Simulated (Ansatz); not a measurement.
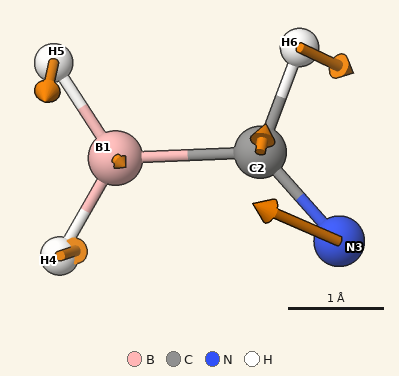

A relaxation of CH$_{3}$BN (charge −1). The starting structure is drawn; orange arrows show the displacements, at their true length. The two geometries are superimposed by the best rigid fit.

Style: ball-and-stick. Shown face on.

These are results of RKS PBE0-D4/def2-TZVPD (Ansatz 0.2.0), not measurements.

Input
```yaml
crystal:
  periodic: [false, false, false]
  atoms:
    - {symbol: B, position_ang: [-0.615420, 0.208700, -0.416980]}
    - {symbol: C, position_ang: [0.590120, -0.246200, 0.426170]}
    - {symbol: N, position_ang: [0.734860, -1.283850, 1.121310]}
    - {symbol: H, position_ang: [-1.611350, -0.436650, -0.501630]}
    - {symbol: H, position_ang: [-0.588210, 1.243150, -1.021800]}
    - {symbol: H, position_ang: [1.489990, 0.514860, 0.392930]}
basis:
  gaussian: {orbitals: def2-TZVPD}
total_charge: -1
hamiltonian: {xc: pbe0, dispersion: d4}
relax: {f_tol: 0.005, max_steps: 200}
```

Command:
```bash
ansatz run in.yaml --threads 2 --pin off --events-out ev --progress --plain --max-ram 4352MiB
```

**Describe the change and its energy.**

The energy falls by 152.7 kJ/mol in 15 accepted moves (16 points after the start). Largest force component: 0.82 eV/Å at the start, 0.0023 eV/Å at the end. The line search rejected the trial step at point 3 of the run. The atom that moves furthest after the best rigid fit is N3 (1.17 Å). By element the largest moves are N 1.17 Å, H 0.86 Å, C 0.38 Å, B 0.18 Å. Near-neighbour distances that change, for instance: B1–N3 2.533 → 1.604 Å, C2–H6 1.179 → 1.104 Å, B1–H4 1.190 → 1.231 Å, B1–H5 1.199 → 1.231 Å. Bond angles that change, for instance: B1–C2–N3 129.5° → 68.8°, B1–C2–H6 113.0° → 163.3°, N3–C2–H6 117.4° → 127.9°. The run took 33 s on 2 threads of Arm Neoverse V1, with other jobs on the host.
